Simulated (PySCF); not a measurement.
# One shape, several levels: CH7AlO2Si (SMILES C[O][Al]([OH])[SiH3])

We compute a comparison of 4 runs (HF/3-21G, PBE0/def2-SVP, wB97X/def2-SVPD, MP2/6-31+G*) of CH7AlO2Si. 

The results are computed with PySCF 2.14.0.

### 1 The system as given

CH7AlO2Si has 12 atoms, charge 0, and is taken as a singlet. SMILES: `C[O][Al]([OH])[SiH3]`. The coordinates come from a PBE0-D4/def2-TZVP relaxation. This is one conformer, not always the lowest.

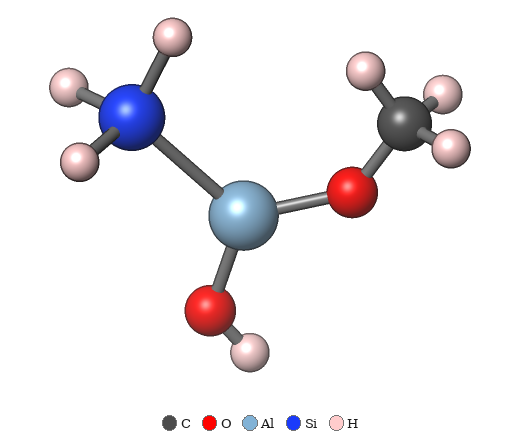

The structure, seen from a chosen angle (carbon dark grey, oxygen red, aluminium light blue, silicon blue, hydrogen pink).

### 2 Energy and forces at HF/3-21G (run 1)

calc.py reads:

```python
from pyscf import gto

system = gto.M(
    atom=[
    ('C', (-0.584700, -1.971300, 0.782400)),
    ('O', (-0.714900, -0.624200, 1.126300)),
    ('Al', (-0.226800, 0.849400, 0.468500)),
    ('O', (-0.636500, 2.276900, 1.277500)),
    ('Si', (1.046600, 1.016600, -1.604400)),
    ('H', (-0.027400, -2.116900, -0.152000)),
    ('H', (-0.060500, -2.514600, 1.575600)),
    ('H', (-1.573000, -2.426800, 0.659900)),
    ('H', (-1.134000, 2.297500, 2.093900)),
    ('H', (2.355000, 1.693500, -1.382300)),
    ('H', (1.328700, -0.330800, -2.176500)),
    ('H', (0.304300, 1.795400, -2.634900)),
],
    max_memory=1860,
    spin=0,
    verbose=4,
    basis='3-21g',
)

myscf = system.RHF()
myscf.conv_tol = 1e-10
myscf.kernel()
if not myscf.converged:
    myscf = myscf.newton().run(myscf.mo_coeff, myscf.mo_occ)

etot = myscf.e_tot
print('Final energy', etot)
grad = myscf.nuc_grad_method().kernel()
dip = myscf.dip_moment()
pop, q = myscf.mulliken_pop()
```

Run with:

```console
$ OMP_NUM_THREADS=1 python calc.py
```

What it wrote:

```text
PySCF version 2.14.0

[... 68 lines left out ...]
converged SCF energy = -718.703688109121
Final energy -718.7036881091215
[... 11 lines left out ...]
Dipole moment(X, Y, Z, Debye): -0.55167, -1.78847,  0.73087
[... 41 lines left out ...]
pop of  4 Si 1s           1.99861
pop of  4 Si 2s           1.97586
pop of  4 Si 3s           0.63548
pop of  4 Si 4s           0.82384
pop of  4 Si 2px          1.95744
pop of  4 Si 2py          1.95703
pop of  4 Si 2pz          1.95764
pop of  4 Si 3px          0.54282
pop of  4 Si 3py          0.52824
pop of  4 Si 3pz          0.56352
pop of  4 Si 4px          0.31461
pop of  4 Si 4py          0.22423
pop of  4 Si 4pz          0.42792
pop of  5 H 1s            0.48462
pop of  5 H 2s            0.35629
pop of  6 H 1s            0.48301
pop of  6 H 2s            0.33054
pop of  7 H 1s            0.48297
pop of  7 H 2s            0.33048
pop of  8 H 1s            0.41960
pop of  8 H 2s            0.16922
pop of  9 H 1s            0.41732
pop of  9 H 2s            0.73557
pop of  10 H 1s           0.41814
pop of  10 H 2s           0.75094
pop of  11 H 1s           0.41733
pop of  11 H 2s           0.73561
 ** Mulliken atomic charges  **
charge of    0C =     -0.18823
charge of    1O =     -0.88395
charge of    2Al =      1.40645
charge of    3O =     -0.89540
charge of    4Si =      0.09277
charge of    5H =      0.15909
charge of    6H =      0.18645
charge of    7H =      0.18655
charge of    8H =      0.41118
charge of    9H =     -0.15289
charge of   10H =     -0.16908
charge of   11H =     -0.15294
```

Run time: 6.9 s. Hardware: 1 thread of Intel Xeon at 2.50GHz (Skylake/Cascade Lake), shared host; peak memory 0.14 GiB.

### 3 Energy and gradient at PBE0/def2-SVP (run 2)

job.py reads:

```python
import pyscf.grad
from pyscf import gto, dft

mol = gto.M(
    atom='''
C       -0.584700      -1.971300       0.782400
O       -0.714900      -0.624200       1.126300
Al      -0.226800       0.849400       0.468500
O       -0.636500       2.276900       1.277500
Si       1.046600       1.016600      -1.604400
H       -0.027400      -2.116900      -0.152000
H       -0.060500      -2.514600       1.575600
H       -1.573000      -2.426800       0.659900
H       -1.134000       2.297500       2.093900
H        2.355000       1.693500      -1.382300
H        1.328700      -0.330800      -2.176500
H        0.304300       1.795400      -2.634900
''',
    basis='def2-svp',
    verbose=4,
    max_memory=1860,
)

mf = dft.RKS(mol)
mf.xc = 'pbe0'
mf.conv_tol = 1e-10
mf.grids.level = 5
mf.kernel()
if not mf.converged:
    mf = mf.newton().run(mf.mo_coeff, mf.mo_occ)

etot = mf.e_tot
print('Final energy', etot)
grad = mf.Gradients().kernel()
dip = mf.dip_moment()
pop, q = mf.mulliken_pop()
```

Run with:

```console
$ OMP_NUM_THREADS=1 python job.py
```

What it wrote:

```text
PySCF version 2.14.0

[... 81 lines left out ...]
converged SCF energy = -724.011558864888
Final energy -724.011558864888
[... 12 lines left out ...]
Dipole moment(X, Y, Z, Debye): -0.52163, -1.27009,  0.73238
[... 87 lines left out ...]
pop of  6 H 2py           0.00492
pop of  6 H 2pz           0.01016
pop of  7 H 1s            0.75173
pop of  7 H 2s            0.19105
pop of  7 H 2px           0.01313
pop of  7 H 2py           0.00416
pop of  7 H 2pz           0.00543
pop of  8 H 1s            0.67733
pop of  8 H 2s            0.05707
pop of  8 H 2px           0.02239
pop of  8 H 2py           0.01862
pop of  8 H 2pz           0.03054
pop of  9 H 1s            0.72135
pop of  9 H 2s            0.31360
pop of  9 H 2px           0.00623
pop of  9 H 2py           0.00237
pop of  9 H 2pz           0.00150
pop of  10 H 1s           0.72311
pop of  10 H 2s           0.31994
pop of  10 H 2px          0.00136
pop of  10 H 2py          0.00628
pop of  10 H 2pz          0.00238
pop of  11 H 1s           0.72135
pop of  11 H 2s           0.31368
pop of  11 H 2px          0.00274
pop of  11 H 2py          0.00281
pop of  11 H 2pz          0.00455
 ** Mulliken atomic charges  **
charge of    0C =      0.15435
charge of    1O =     -0.56046
charge of    2Al =      0.79494
charge of    3O =     -0.46504
charge of    4Si =     -0.06542
charge of    5H =      0.02183
charge of    6H =      0.03449
charge of    7H =      0.03451
charge of    8H =      0.19404
charge of    9H =     -0.04506
charge of   10H =     -0.05306
charge of   11H =     -0.04514
```

It took 2 min on 1 thread of Intel Xeon at 2.50GHz (Skylake/Cascade Lake), shared host; peak memory 1.1 GiB.

Run 3 isn't shown in full; the table further down has it.

### 4 Energy and forces at MP2/6-31+G(d) (spherical functions) (run 4)

job.py reads:

```python
import pyscf.grad
from pyscf import gto, mp

mol = gto.M(
    atom='''
C     -1.104923    -3.725217     1.478522
O     -1.350965    -1.179567     2.128399
Al    -0.428590     1.605133     0.885337
O     -1.202811     4.302717     2.414125
Si     1.977787     1.921096    -3.031877
H     -0.051778    -4.000361    -0.287238
H     -0.114328    -4.751905     2.977452
H     -2.972539    -4.585987     1.247030
H     -2.142949     4.341646     3.956898
H      4.450305     3.200251    -2.612168
H      2.510879    -0.625121    -4.112989
H      0.575044     3.392814    -4.979239
''',
    basis='6-31+g*',
    verbose=4,
    spin=0,
    unit='bohr',
    max_memory=1860,
)

mf = mol.RHF()
mf.conv_tol = 1e-10
mf.kernel()
if not mf.converged:
    mf = mf.newton().run(mf.mo_coeff, mf.mo_occ)

pt = mp.MP2(mf, frozen=13).run()
etot = pt.e_tot
print('E = %.10f Eh' % etot)
grad = pt.Gradients().kernel()
dip = mf.dip_moment()
pop, q = mf.mulliken_pop()
```

Run with:

```console
$ OMP_NUM_THREADS=1 python job.py
```

What it wrote:

```text
PySCF version 2.14.0

[... 68 lines left out ...]
converged SCF energy = -722.582710851802
[... 17 lines left out ...]
Dipole moment(X, Y, Z, Debye): -0.45263, -1.59487,  0.58810
[... 86 lines left out ...]
pop of  4 Si 3py          0.62308
pop of  4 Si 3pz          0.66929
pop of  4 Si 4px          0.10150
pop of  4 Si 4py          0.03976
pop of  4 Si 4pz          0.14891
pop of  4 Si 5px          0.01540
pop of  4 Si 5py          0.04369
pop of  4 Si 5pz         -0.01082
pop of  4 Si 3dxy         0.03266
pop of  4 Si 3dyz         0.03132
pop of  4 Si 3dz^2        0.01929
pop of  4 Si 3dxz         0.02766
pop of  4 Si 3dx2-y2      0.03135
pop of  5 H 1s            0.53513
pop of  5 H 2s            0.29829
pop of  6 H 1s            0.53357
pop of  6 H 2s            0.28861
pop of  7 H 1s            0.53354
pop of  7 H 2s            0.28862
pop of  8 H 1s            0.45507
pop of  8 H 2s            0.02615
pop of  9 H 1s            0.49510
pop of  9 H 2s            0.63851
pop of  10 H 1s           0.49637
pop of  10 H 2s           0.64828
pop of  11 H 1s           0.49511
pop of  11 H 2s           0.63849
 ** Mulliken atomic charges  **
charge of    0C =     -0.35861
charge of    1O =     -0.42358
charge of    2Al =      0.47544
charge of    3O =     -0.77424
charge of    4Si =      0.45182
charge of    5H =      0.16658
charge of    6H =      0.17782
charge of    7H =      0.17785
charge of    8H =      0.51878
charge of    9H =     -0.13361
charge of   10H =     -0.14465
charge of   11H =     -0.13360
```

Run time: 2 min. Hardware: 1 thread of Intel Xeon at 2.50GHz (Skylake/Cascade Lake), shared host; peak memory 1.1 GiB.

### 5 All runs side by side

| run | level | integration grid | frozen core orbitals | energy (Eh) | dipole moment (D) of the reference | HOMO energy (eV) | LUMO energy (eV) | wall time |
| --- | --- | --- | --- | --- | --- | --- | --- | --- |
| 1 | HF/3-21G | – | – | -718.703688 | 2.01 | -10.44 | 2.31 | 6.9 s |
| 2 | PBE0/def2-SVP | 5 | – | -724.011559 | 1.56 | -7.67 | -0.60 | 2 min |
| 3 | wB97X/def2-SVPD | 5 | – | -724.428224 | 1.45 | -10.12 | 1.11 | 6.7 min |
| 4 | MP2/6-31+G* (spherical functions) | – | 13 | -723.208171 | 1.76 | -10.57 | 1.31 | 2 min |

### 6 Results

| quantity | value |
| --- | --- |
| run 4: total energy | -723.20817 Eh |
| run 4: dipole moment (Hartree–Fock density) | 1.76 D |
| run 4: HOMO energy (Hartree–Fock orbitals) | -10.57 eV |
| run 4: LUMO energy (Hartree–Fock orbitals) | 1.31 eV |
| run 4: HOMO–LUMO gap (Hartree–Fock orbitals) | 11.88 eV |
| run 4: correlation energy (13 core orbitals frozen) | -625.5 mEh |
| run 4: largest force on an atom | 0.968 eV/Å |

**Reading.** Over runs 1, 2, 3 the dipole moment (its size) runs from 1.45 D (wB97X/def2-SVPD) to 2.01 D (HF/3-21G). The two ends differ in method and basis. Over runs 1, 2, 3 the HOMO–LUMO gap runs from 7.07 eV (PBE0/def2-SVP) to 12.75 eV (HF/3-21G). Totals of different functionals can't be ranked against each other. All runs together took 11 min, the longest 6.7 min.
